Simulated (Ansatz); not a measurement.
Consider MoTe$_{2}$ (space group P6_3/mmc, No. 194; a = 3.434 Å, c = 13.329 Å; layered, stacked along the Cartesian z axis). Axes: x lies along a and z along c of the hexagonal cell.

Modification: the cell is stretched by 2.40 % along z with no lateral relaxation, atoms relaxed at fixed cell.

Method: PBEsol-D3(BJ), PAW, 420 eV (Ansatz, a first-principles code; no spin-orbit coupling).

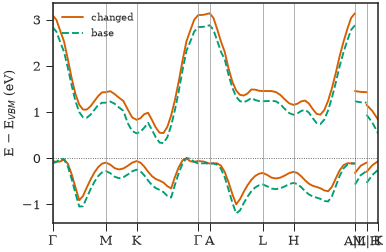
Highest valence and lowest conduction band along the path, each from its own valence-band maximum

The gap is 0.55 eV, indirect, K–Γ (81 % along) → K–Γ (44 % along); the base has 0.33 eV.

With Te present, leaving out spin-orbit coupling can change the band edges. The cells carry an imposed strain or load. Stability against distortions was not tested.
